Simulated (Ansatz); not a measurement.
A ladder of methods for COF2 (carbonyl fluoride)

The species is COF2 (4 atoms), meant as a singlet with charge 0. As SMILES, `O=C(F)F`. Geometry: relaxed at GFN2-xTB.

```xyz
4

O    -1.2438   -0.1573    0.1539
C    -0.1025   -0.0132    0.0129
F     0.8510   -0.8234    0.4225
F     0.4953    0.9939   -0.5893
```

Each level gives the energy change with the C2–F3 bond stretched from 1.317 to 1.646 Å (eV). The values are calculated.

```
                        level                    kind  program  value (eV)  less FCI/STO-3G
    SVWN5/STO-3G (restricted)                     LDA   Ansatz        0.82            +0.21
     BLYP/STO-3G (restricted)                     GGA   Ansatz        0.39            -0.22
CAM-B3LYP/STO-3G (restricted)  range-separated hybrid   Ansatz        0.89            +0.28
    wB97X/STO-3G (restricted)  range-separated hybrid   Ansatz        0.89            +0.28
   B2PLYP/STO-3G (restricted)           double hybrid   Ansatz        0.82            +0.21
  RPA@PBE/STO-3G (restricted)                     RPA   Ansatz        0.44            -0.17
    CCSDT/STO-3G (restricted)   coupled cluster or CI   Ansatz        0.61             0.00
   CCSDTQ/STO-3G (restricted)   coupled cluster or CI   Ansatz        0.61             0.00
                   FCI/STO-3G      exact in the basis   Ansatz        0.61             0.00
```

FCI/STO-3G is exact within its basis and frozen core, so for wave-function methods in that basis the difference is their error; functionals converge differently with the basis, so for them it is only a difference. The first shape isn't each level's own minimum. The values span 0.39 to 0.89 eV. All rows use very small basis sets, so even the best lies far from the true value.

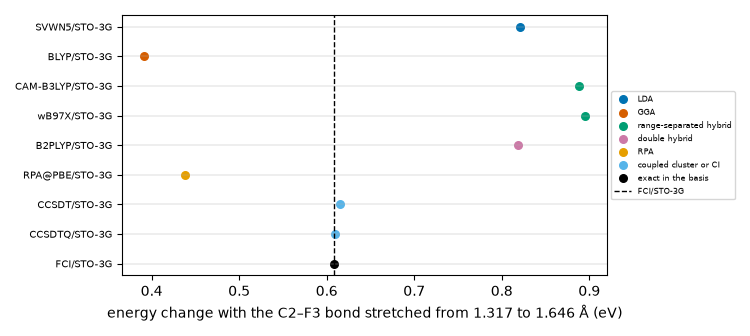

The values of the table, level by level.
